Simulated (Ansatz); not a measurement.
## Run report: GeH6SO, nudged elastic band

- system: GeH6SO
- method: RKS r2SCAN-D4/def2-SVP (Ansatz 0.2.0)

The run did not end well.

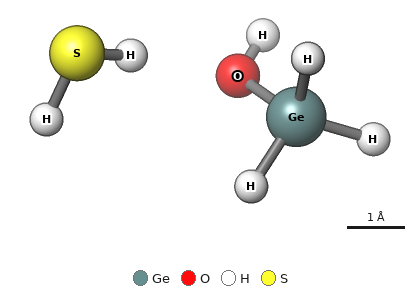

Figure 1. The structure as given in the input (ball-and-stick view, seen at a tilt). Sticks mark near contacts.

### Input
```yaml
crystal:
  periodic: [false, false, false]
  atoms:
    - {symbol: Ge, position_ang: [-1.276215, -0.491173, 0.317679]}
    - {symbol: O, position_ang: [0.159909, 0.162397, 1.170240]}
    - {symbol: H, position_ang: [-0.711273, -1.591562, -0.580872]}
    - {symbol: H, position_ang: [-2.257011, -1.049966, 1.365177]}
    - {symbol: H, position_ang: [-1.946553, 0.629418, -0.494707]}
    - {symbol: H, position_ang: [1.491306, 0.760454, -0.382164]}
    - {symbol: S, position_ang: [1.963976, 0.975579, -1.627212]}
    - {symbol: H, position_ang: [-0.069868, 0.783920, 1.864415]}
    - {symbol: H, position_ang: [2.645729, -0.179169, -1.632555]}
basis:
  gaussian: {orbitals: def2-SVP}
hamiltonian: {xc: r2scan, dispersion: d4}
neb:
  images: 5
  climbing: false
  max_iterations: 60
  initial_path: idpp
  optimiser: fire
  final_atoms:
    - {symbol: Ge, position_ang: [-0.939846, -0.603408, -0.760146]}
    - {symbol: O, position_ang: [0.582562, 0.909788, 1.968602]}
    - {symbol: H, position_ang: [-1.445686, -1.441589, -1.944971]}
    - {symbol: H, position_ang: [-0.819637, -1.463264, 0.500304]}
    - {symbol: H, position_ang: [-1.831583, 0.620829, -0.543404]}
    - {symbol: H, position_ang: [1.032921, 0.817293, 1.118592]}
    - {symbol: S, position_ang: [1.064482, 0.249335, -1.284883]}
    - {symbol: H, position_ang: [0.651597, 1.841108, 2.188562]}
    - {symbol: H, position_ang: [1.705190, -0.930190, -1.242657]}
```

Command:
```bash
ansatz run in.yaml --threads 4 --pin off --events-out ev --progress --plain --max-ram 9574MiB
```

### The program's output
```
Functional definition: r2SCAN
  name "r2SCAN"
  cite "Furness, Kaplan, Ning, Perdew & Sun, J. Phys. Chem. Lett. 11, 8208 (2020) doi:10.1021/acs.jpclett.0c02405"
  cite "Furness, Kaplan, Ning, Perdew & Sun, J. Phys. Chem. Lett. 11, 9248 (2020) doi:10.1021/acs.jpclett.0c03077"
  parent r2scan
  parameter k0 = 0.174
  parameter k1 = 0.065
  parameter a1 = 4.9479
  exchange = r2scan_x(k0 = k0, k1 = k1, a1 = a1)
  correlation = r2scan_c
1047 factors; their error is unknown
mean field evaluation 1: about -69479.9316 eV, gradient 5.2e1 eV
mean field evaluation 2: about -69459.4899 eV, gradient 1.1e2 eV
mean field evaluation 4: about -69484.5090 eV, gradient 4.4e0 eV
mean field evaluation 8: about -69484.5459 eV, gradient 5.6e-2 eV
mean field evaluation 16: about -69484.4886 eV, gradient 2.1e-5 eV
mean field -69484.48863835 eV, -2553.5078591813 hartree, gradient 2.1e-5 eV, S^2 0.000000; 0 other end points of the search recorded, 0 dependent functions left out
the calculation of the forces begins
reference -69484.48864836 eV, -2553.5078595492 hartree; 31, 31 occupied and 63, 63 virtual orbitals, 1047 factors
1047 factors; their error is unknown
mean field evaluation 32: about -69484.7049 eV, gradient 3.2e-5 eV
mean field -69484.70485490 eV, -2553.5158049930 hartree, gradient 3.2e-5 eV, S^2 0.000000; 0 other end points of the search recorded, 0 dependent functions left out
[... from here on the field's lines of each further geometry are left out, up to the last ...]
WARN: NEB end point (image 0): max|allowed force component| = 2.405e-1 eV/Å (the criterion of neb.relax_end_points is 1.000e-2). That is over neb.f_tol: it is no minimum, so the barrier can be far off. Relax it first
WARN: NEB end point (image 6): max|allowed force component| = 4.303e-1 eV/Å (the criterion of neb.relax_end_points is 1.000e-2). That is over neb.f_tol: it is no minimum, so the barrier can be far off. Relax it first
NEB iter   1: max|band force component| = 3.382e0 eV/Å  barrier→ = 3.2130 eV  barrier← = 3.4304 eV  Δτ_max = 0.0712 Å  (197 SCF iters)
NEB iter   2: max|band force component| = 2.804e0 eV/Å  barrier→ = 2.9005 eV  barrier← = 3.1179 eV  Δτ_max = 0.1195 Å  (150 SCF iters)
NEB iter   3: max|band force component| = 6.088e0 eV/Å  barrier→ = 2.4101 eV  barrier← = 2.6275 eV  Δτ_max = 0.1140 Å  (157 SCF iters)
NEB iter   4: max|band force component| = 3.092e0 eV/Å  barrier→ = 2.1439 eV  barrier← = 2.3612 eV  Δτ_max = 0.0180 Å  (154 SCF iters)
NEB iter   5: max|band force component| = 2.354e0 eV/Å  barrier→ = 2.0906 eV  barrier← = 2.3080 eV  Δτ_max = 0.0299 Å  (146 SCF iters)
NEB iter   6: max|band force component| = 1.935e0 eV/Å  barrier→ = 1.9861 eV  barrier← = 2.2034 eV  Δτ_max = 0.0307 Å  (145 SCF iters)
NEB iter   7: max|band force component| = 1.966e0 eV/Å  barrier→ = 1.8355 eV  barrier← = 2.0528 eV  Δτ_max = 0.0082 Å  (143 SCF iters)
NEB iter   8: max|band force component| = 1.717e0 eV/Å  barrier→ = 1.7926 eV  barrier← = 2.0099 eV  Δτ_max = 0.0137 Å  (143 SCF iters)
NEB iter   9: max|band force component| = 1.616e0 eV/Å  barrier→ = 1.7101 eV  barrier← = 1.9275 eV  Δτ_max = 0.0202 Å  (146 SCF iters)
NEB iter  10: max|band force component| = 1.410e0 eV/Å  barrier→ = 1.5966 eV  barrier← = 1.8139 eV  Δτ_max = 0.0064 Å  (142 SCF iters)
NEB iter  11: max|band force component| = 1.348e0 eV/Å  barrier→ = 1.5659 eV  barrier← = 1.7832 eV  Δτ_max = 0.0106 Å  (133 SCF iters)
NEB iter  12: max|band force component| = 1.211e0 eV/Å  barrier→ = 1.5082 eV  barrier← = 1.7255 eV  Δτ_max = 0.0153 Å  (142 SCF iters)
NEB iter  13: max|band force component| = 1.006e0 eV/Å  barrier→ = 1.4312 eV  barrier← = 1.6485 eV  Δτ_max = 0.0042 Å  (144 SCF iters)
NEB iter  14: max|band force component| = 9.858e-1 eV/Å  barrier→ = 1.4111 eV  barrier← = 1.6284 eV  Δτ_max = 0.0082 Å  (132 SCF iters)
NEB iter  15: max|band force component| = 9.419e-1 eV/Å  barrier→ = 1.3734 eV  barrier← = 1.5907 eV  Δτ_max = 0.0119 Å  (143 SCF iters)
NEB iter  16: max|band force component| = 8.691e-1 eV/Å  barrier→ = 1.3231 eV  barrier← = 1.5404 eV  Δτ_max = 0.0150 Å  (144 SCF iters)
NEB iter  17: max|band force component| = 7.612e-1 eV/Å  barrier→ = 1.2669 eV  barrier← = 1.4842 eV  Δτ_max = 0.0174 Å  (146 SCF iters)
NEB iter  18: max|band force component| = 6.140e-1 eV/Å  barrier→ = 1.2117 eV  barrier← = 1.4291 eV  Δτ_max = 0.0188 Å  (144 SCF iters)
NEB iter  19: max|band force component| = 6.199e-1 eV/Å  barrier→ = 1.1613 eV  barrier← = 1.3786 eV  Δτ_max = 0.0228 Å  (143 SCF iters)
NEB iter  20: max|band force component| = 5.796e-1 eV/Å  barrier→ = 1.1106 eV  barrier← = 1.3279 eV  Δτ_max = 0.0282 Å  (139 SCF iters)
NEB iter  21: max|band force component| = 4.376e-1 eV/Å  barrier→ = 1.0614 eV  barrier← = 1.2787 eV  Δτ_max = 0.0338 Å  (140 SCF iters)
NEB iter  22: max|band force component| = 5.281e-1 eV/Å  barrier→ = 1.0222 eV  barrier← = 1.2395 eV  Δτ_max = 0.0382 Å  (137 SCF iters)
NEB iter  23: max|band force component| = 6.590e-1 eV/Å  barrier→ = 0.9967 eV  barrier← = 1.2140 eV  Δτ_max = 0.0403 Å  (139 SCF iters)
NEB iter  24: max|band force component| = 8.118e-1 eV/Å  barrier→ = 0.9663 eV  barrier← = 1.1837 eV  Δτ_max = 0.0417 Å  (134 SCF iters)
NEB iter  25: max|band force component| = 6.662e-1 eV/Å  barrier→ = 0.9226 eV  barrier← = 1.1399 eV  Δτ_max = 0.0445 Å  (136 SCF iters)
NEB iter  26: max|band force component| = 5.655e-1 eV/Å  barrier→ = 0.8860 eV  barrier← = 1.1033 eV  Δτ_max = 0.0080 Å  (136 SCF iters)
NEB iter  27: max|band force component| = 3.861e-1 eV/Å  barrier→ = 0.8739 eV  barrier← = 1.0912 eV  Δτ_max = 0.0059 Å  (142 SCF iters)
NEB iter  28: max|band force component| = 3.641e-1 eV/Å  barrier→ = 0.8671 eV  barrier← = 1.0844 eV  Δτ_max = 0.0108 Å  (138 SCF iters)
NEB iter  29: max|band force component| = 2.940e-1 eV/Å  barrier→ = 0.8579 eV  barrier← = 1.0752 eV  Δτ_max = 0.0148 Å  (141 SCF iters)
NEB iter  30: max|band force component| = 2.046e-1 eV/Å  barrier→ = 0.8507 eV  barrier← = 1.0681 eV  Δτ_max = 0.0166 Å  (140 SCF iters)
NEB iter  31: max|band force component| = 2.170e-1 eV/Å  barrier→ = 0.8480 eV  barrier← = 1.0653 eV  Δτ_max = 0.0165 Å  (139 SCF iters)
NEB iter  32: max|band force component| = 2.008e-1 eV/Å  barrier→ = 0.8481 eV  barrier← = 1.0654 eV  Δτ_max = 0.0179 Å  (139 SCF iters)
NEB iter  33: max|band force component| = 2.229e-1 eV/Å  barrier→ = 0.8474 eV  barrier← = 1.0648 eV  Δτ_max = 0.0204 Å  (138 SCF iters)
NEB iter  34: max|band force component| = 2.261e-1 eV/Å  barrier→ = 0.8437 eV  barrier← = 1.0611 eV  Δτ_max = 0.0258 Å  (139 SCF iters)
NEB iter  35: max|band force component| = 2.073e-1 eV/Å  barrier→ = 0.8376 eV  barrier← = 1.0549 eV  Δτ_max = 0.0311 Å  (136 SCF iters)
NEB iter  36: max|band force component| = 3.154e-1 eV/Å  barrier→ = 0.8317 eV  barrier← = 1.0490 eV  Δτ_max = 0.0366 Å  (138 SCF iters)
NEB iter  37: max|band force component| = 5.194e-1 eV/Å  barrier→ = 0.8294 eV  barrier← = 1.0467 eV  Δτ_max = 0.0220 Å  (137 SCF iters)
NEB iter  38: max|band force component| = 1.100e0 eV/Å  barrier→ = 0.8270 eV  barrier← = 1.0443 eV  Δτ_max = 0.0119 Å  (137 SCF iters)
NEB iter  39: max|band force component| = 3.080e-1 eV/Å  barrier→ = 0.8264 eV  barrier← = 1.0438 eV  Δτ_max = 0.0137 Å  (115 SCF iters)
NEB iter  40: max|band force component| = 8.804e-1 eV/Å  barrier→ = 0.8256 eV  barrier← = 1.0429 eV  Δτ_max = 0.0024 Å  (118 SCF iters)
NEB iter  41: max|band force component| = 7.114e-1 eV/Å  barrier→ = 0.8255 eV  barrier← = 1.0428 eV  Δτ_max = 0.0043 Å  (97 SCF iters)
NEB iter  42: max|band force component| = 4.076e-1 eV/Å  barrier→ = 0.8252 eV  barrier← = 1.0426 eV  Δτ_max = 0.0053 Å  (106 SCF iters)
NEB iter  43: max|band force component| = 1.188e-1 eV/Å  barrier→ = 0.8249 eV  barrier← = 1.0423 eV  Δτ_max = 0.0003 Å  (108 SCF iters)
NEB iter  44: max|band force component| = 1.055e-1 eV/Å  barrier→ = 0.8249 eV  barrier← = 1.0422 eV  Δτ_max = 0.0005 Å  (92 SCF iters)
NEB iter  45: max|band force component| = 9.689e-2 eV/Å  barrier→ = 0.8247 eV  barrier← = 1.0420 eV  Δτ_max = 0.0007 Å  (94 SCF iters)
NEB iter  46: max|band force component| = 9.508e-2 eV/Å  barrier→ = 0.8244 eV  barrier← = 1.0418 eV  Δτ_max = 0.0009 Å  (99 SCF iters)
NEB iter  47: max|band force component| = 9.326e-2 eV/Å  barrier→ = 0.8241 eV  barrier← = 1.0414 eV  Δτ_max = 0.0010 Å  (98 SCF iters)
NEB iter  48: max|band force component| = 9.102e-2 eV/Å  barrier→ = 0.8237 eV  barrier← = 1.0410 eV  Δτ_max = 0.0012 Å  (98 SCF iters)
NEB iter  49: max|band force component| = 8.840e-2 eV/Å  barrier→ = 0.8232 eV  barrier← = 1.0406 eV  Δτ_max = 0.0016 Å  (99 SCF iters)
NEB iter  50: max|band force component| = 8.510e-2 eV/Å  barrier→ = 0.8227 eV  barrier← = 1.0400 eV  Δτ_max = 0.0020 Å  (99 SCF iters)
NEB iter  51: max|band force component| = 8.104e-2 eV/Å  barrier→ = 0.8219 eV  barrier← = 1.0393 eV  Δτ_max = 0.0024 Å  (103 SCF iters)
NEB iter  52: max|band force component| = 7.614e-2 eV/Å  barrier→ = 0.8210 eV  barrier← = 1.0384 eV  Δτ_max = 0.0030 Å  (109 SCF iters)
NEB iter  53: max|band force component| = 7.305e-2 eV/Å  barrier→ = 0.8200 eV  barrier← = 1.0373 eV  Δτ_max = 0.0038 Å  (113 SCF iters)
NEB iter  54: max|band force component| = 6.633e-2 eV/Å  barrier→ = 0.8186 eV  barrier← = 1.0360 eV  Δτ_max = 0.0047 Å  (113 SCF iters)
NEB iter  55: max|band force component| = 6.717e-2 eV/Å  barrier→ = 0.8170 eV  barrier← = 1.0344 eV  Δτ_max = 0.0057 Å  (112 SCF iters)
NEB iter  56: max|band force component| = 6.052e-2 eV/Å  barrier→ = 0.8151 eV  barrier← = 1.0324 eV  Δτ_max = 0.0068 Å  (119 SCF iters)
NEB iter  57: max|band force component| = 7.554e-2 eV/Å  barrier→ = 0.8126 eV  barrier← = 1.0300 eV  Δτ_max = 0.0081 Å  (126 SCF iters)
NEB iter  58: max|band force component| = 6.232e-2 eV/Å  barrier→ = 0.8097 eV  barrier← = 1.0270 eV  Δτ_max = 0.0095 Å  (135 SCF iters)
NEB iter  59: max|band force component| = 6.523e-2 eV/Å  barrier→ = 0.8061 eV  barrier← = 1.0234 eV  Δτ_max = 0.0111 Å  (135 SCF iters)
the calculation of the forces begins
reference -69484.27479812 eV, -2553.5000006977 hartree; 31, 31 occupied and 63, 63 virtual orbitals, 1047 factors
these checks for a lower state are left out or cut short: starts, cluster_reference, orbital_swaps, neighbouring_geometries, increment
1047 factors; their error is unknown
mean field -69484.68602313 eV, -2553.5151129382 hartree, gradient 8.6e-5 eV, S^2 0.000000; 0 other end points of the search recorded, 0 dependent functions left out
the calculation of the forces begins
reference -69484.68603272 eV, -2553.5151132907 hartree; 31, 31 occupied and 63, 63 virtual orbitals, 1047 factors
NEB iter  60: max|band force component| = 6.865e-2 eV/Å  barrier→ = 0.8016 eV  barrier← = 1.0189 eV  Δτ_max = 0.0132 Å  (135 SCF iters)
```

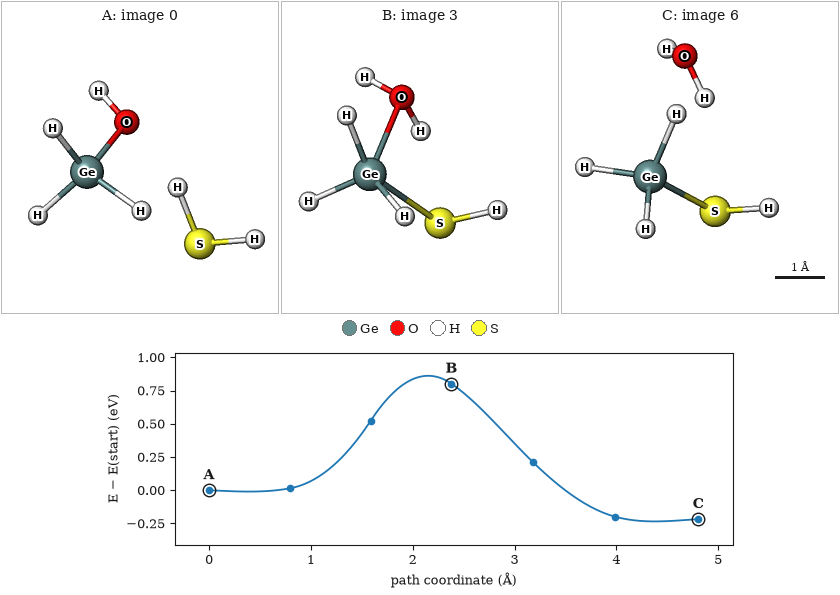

Figure 2. Images of the last band (counted from 0; ball-and-stick, seen at a tilt) above the energy along the path; the line is a cubic interpolation that uses the forces. The highest image is number 3, 0.802 eV above the start and 1.019 eV above the end; the end lies 0.217 eV below the start. The path is 4.80 Å long. The band had not converged after 60 iterations. The end points carry forces over 0.1 eV/Å, so they aren't fully relaxed minima and the barriers are approximate.

```
Error: NEB band did not converge after 60 iterations: max|band force component| = 6.86e-2 eV/Å (threshold 5.0e-2); raise `neb.max_iterations` in a new run, which can start from the last band evaluated (`neb.initial_path`, with `crystal.atoms` and `neb.final_atoms` set to its first and last images), add images, or start from endpoints closer to local minima. Where this run's directory can be resumed (`checkpoint.write`), a resume goes on for up to `neb.max_iterations` more; to start a new run from the last band, take its images' positions from the `neb_iteration` event of iteration 60 (`data.images[].positions_ang`), in the event stream of the run that computed that iteration (not this run's, if it was resumed behind it). With `checkpoint.write`, `steps/00-neb/state/checkpoint.json` in the run directory holds the last saved band, under `neb.evaluated.images[].positions_ang` (a band under a hybrid functional on support functions is neither saved nor resumed: `neb.initial_path` says where its path is): check the last entry of `neb.iterations` there, which is earlier than 60 if that iteration was not saved or its write failed. If the band's step has no `state` directory and holds `state.next`, a write was cut short, and the file is under `state.next` instead (behind a loss of power it can be under `state.prev`)
a run's events are kept only if it was started with --events-out <file>, and are in that file
```

### The last band as extended XYZ (Å, eV, eV/Å)
```
9
Properties=species:S:1:pos:R:3:forces:R:3 image=0 energy=-69484.52412
Ge   -1.2762   -0.4912    0.3177   -0.0536   0.0242  -0.0854
O     0.1599    0.1624    1.1702    0.2261  -0.2321  -0.2038
H    -0.7113   -1.5916   -0.5809   -0.0145   0.0146   0.0326
H    -2.2570   -1.0500    1.3652    0.0008  -0.0154  -0.0162
H    -1.9466    0.6294   -0.4947   -0.0199  -0.0254  -0.0066
H     1.4913    0.7605   -0.3822   -0.0916  -0.0400   0.2405
S     1.9640    0.9756   -1.6272   -0.0602   0.2401  -0.2133
H    -0.0699    0.7839    1.8644   -0.0861   0.2388   0.2326
H     2.6457   -0.1792   -1.6326    0.0989  -0.2048   0.0196
9
Properties=species:S:1:pos:R:3:forces:R:3 image=1 energy=-69484.50964
Ge   -1.1460   -0.4655    0.1683   -0.0194  -0.0061   0.0374
O     0.1638    0.2203    1.2058   -0.0200  -0.0183   0.0291
H    -0.4502   -1.4359   -0.7822    0.0173   0.0018   0.0505
H    -2.1081   -1.2088    1.1091   -0.0848   0.0082  -0.0185
H    -1.8533    0.6763   -0.5781   -0.0228  -0.0305   0.0059
H     1.3649    0.8200   -0.1552    0.0338   0.0285  -0.0651
S     1.8582    0.8504   -1.4282    0.0858   0.0309  -0.0313
H    -0.1578    0.9505    1.7521   -0.0090  -0.0184   0.0367
H     2.3285   -0.4075   -1.2916    0.0191   0.0041  -0.0449
9
Properties=species:S:1:pos:R:3:forces:R:3 image=2 energy=-69484.00274
Ge   -0.9436   -0.4388   -0.0424   -0.2203   0.0274   0.3989
O     0.2218    0.2943    1.2321   -0.2184  -0.2008  -0.1288
H    -0.4510   -1.5491   -0.9880    0.2171   0.2059   0.3205
H    -1.8498   -1.1145    0.9860   -0.4380  -0.1143   0.0682
H    -1.6637    0.6901   -0.7898    0.0321  -0.0193   0.0328
H     1.1868    0.8124    0.1606    0.3097  -0.0107  -0.7488
S     1.5570    0.7369   -1.2345    0.3843   0.2829   0.0873
H    -0.2033    1.0301    1.7035   -0.0962  -0.2074   0.0014
H     2.1458   -0.4616   -1.0276    0.0298   0.0363  -0.0314
9
Properties=species:S:1:pos:R:3:forces:R:3 image=3 energy=-69483.72252
Ge   -0.7835   -0.4565   -0.3246    0.1001  -0.0307  -0.1781
O     0.2859    0.4461    1.3299    0.1212   0.1125   0.1416
H    -0.5236   -1.7103   -1.1714   -0.1196  -0.1122  -0.1361
H    -1.6585   -1.0037    0.8539    0.1835   0.0749  -0.0531
H    -1.6067    0.6760   -0.9541    0.0061  -0.0527  -0.1030
H     0.9578    0.8413    0.6650   -0.0978   0.0591   0.2900
S     1.3851    0.5406   -1.2209   -0.1713  -0.0949  -0.0309
H    -0.2412    1.1663    1.7108    0.0395   0.0667   0.0848
H     2.1847   -0.4998   -0.8886   -0.0617  -0.0227  -0.0152
9
Properties=species:S:1:pos:R:3:forces:R:3 image=4 energy=-69484.31327
Ge   -0.7137   -0.5545   -0.5820    0.0401  -0.0887  -0.2420
O     0.2648    0.6705    1.6352    0.0948   0.1976   0.3375
H    -0.6701   -1.7835   -1.4924   -0.2059  -0.0925  -0.2866
H    -1.3499   -1.0268    0.7360    0.3645  -0.0066  -0.0340
H    -1.5645    0.6078   -1.1118   -0.0464  -0.0692  -0.1048
H     0.8901    0.9382    0.9297   -0.0311   0.0878   0.2266
S     1.3433    0.3695   -1.1109   -0.1155  -0.1147   0.0032
H    -0.3537    1.4088    1.6917   -0.0100   0.1705   0.0723
H     2.1535   -0.6301   -0.6955   -0.0905  -0.0842   0.0278
9
Properties=species:S:1:pos:R:3:forces:R:3 image=5 energy=-69484.72364
Ge   -0.6427   -0.6521   -0.7942    0.0107  -0.0177  -0.0606
O     0.0264    0.9113    1.8263   -0.0175   0.0896   0.1157
H    -0.7087   -1.7967   -1.8150   -0.0584  -0.0019  -0.0803
H    -1.0177   -1.1525    0.5980    0.1340  -0.0349  -0.0227
H    -1.5242    0.5252   -1.2198   -0.0313  -0.0251  -0.0100
H     0.7273    0.9528    1.1512   -0.0004  -0.0012   0.0613
S     1.4203    0.2550   -0.9719    0.0045  -0.0283  -0.0152
H    -0.3891    1.7798    1.7599   -0.0061   0.0636  -0.0009
H     2.1083   -0.8229   -0.5347   -0.0355  -0.0441   0.0126
9
Properties=species:S:1:pos:R:3:forces:R:3 image=6 energy=-69484.74144
Ge   -0.5777   -0.7641   -0.9527   -0.1216   0.0201   0.0668
O    -0.2074    1.1904    1.8927   -0.2936  -0.4303   0.1922
H    -0.5896   -1.7800   -2.1060   -0.0156   0.0041   0.0078
H    -0.9081   -1.4482    0.3760   -0.0056   0.0045  -0.0129
H    -1.5180    0.4053   -1.2517    0.0224  -0.0285   0.0000
H     0.5266    1.0275    1.2857    0.2160   0.0984  -0.1320
S     1.4561    0.1684   -0.8352    0.0204   0.2659  -0.0872
H    -0.2484    2.1444    1.9860    0.0731   0.2667  -0.1155
H     2.0665   -0.9438   -0.3948    0.1045  -0.2009   0.0808
```

### Outcome

- outcome: not converged
- barrier, forward (band not converged): 0.802 eV
- barrier, backward: 1.019 eV
- hardware: 4 threads of Arm Neoverse V1, 23 GiB of memory available, shared host
- wall time: 8.4 min (CPU time 32 min)
- peak memory: 0.43 GiB

### What went wrong

The run did not converge: “NEB band did not converge after 60 iterations: max|band force component| = 6.86e-2 eV/Å (threshold 5.0e-2); raise `neb.max_iterations` in a new run, which can start from the last band evaluated (`neb.initial_path`, with `crystal.atoms` and `neb.final_atoms` set to its first and last images), add images, or start from endpoints closer to local minima …” Its last values are not results.
